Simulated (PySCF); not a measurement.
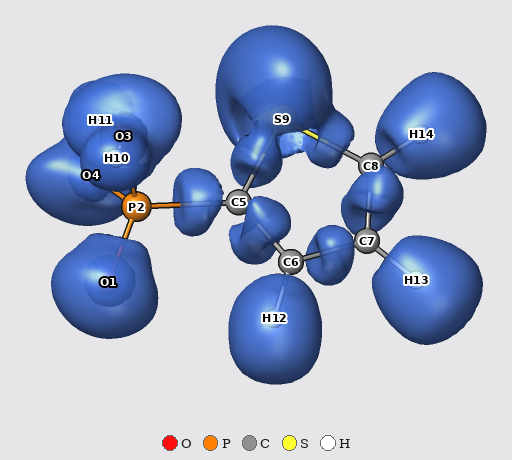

*C$_{4}$H$_{5}$O$_{3}$PS (SMILES O=P(O)(O)c1cccs1). Isosurface of the electron localisation function at 0.75 (blue), seen at an oblique angle. Only the valence region is drawn (cores and ρ < 0.01 e/Å³ removed).*

Geometry: GFN2-xTB.

The calculation used wB97X-D/def2-SVPD, SCF density, gas phase (PySCF 2.14.0).

Input file:

```
{"job": {"kind": "uv", "xc": "wB97X-D", "basis": "def2-SVPD", "nstates": 8, "ntriplets": 3}, "charge": 0, "multiplicity": 1}
O     -2.150001     1.191949    -1.099418
P     -1.754079     0.225529    -0.084596
O     -2.264112    -1.280420    -0.381015
O     -2.375544     0.505913     1.354116
C      0.018964     0.062336     0.174146
C      0.988227     0.722248    -0.516751
C      2.287786     0.388645    -0.081588
C      2.280318    -0.519560     0.928864
S      0.688917    -0.986411     1.370976
H     -2.484266    -1.357362    -1.308368
H     -2.297840    -0.234493     1.957752
H      0.758514     1.419844    -1.301201
H      3.185063     0.806662    -0.500769
H      3.117375    -0.945353     1.445774
```

Command:

```sh
OMP_NUM_THREADS=1 python probes_run.py task.json out
```

Where are the electrons localised?

Answer. The surface consists of three regions between bonded C–C atoms (shared pairs), one region between bonded C–P atoms (shared pairs), three regions around hydrogen nuclei, one region on O in which the atom's valence shell and bonds are merged, one region on S in which the atom's valence shell and bonds are merged and two joined regions spread over several atoms (H, O), in which their bonds and any lone pairs are merged. Profiles from the grid: C–C (1.36 Å): the ELF peaks at about 0.95 between the atoms (a covalent bond). P–O (1.46 Å): the ELF peaks at about 0.80 between the atoms (a short, strongly polar bond).
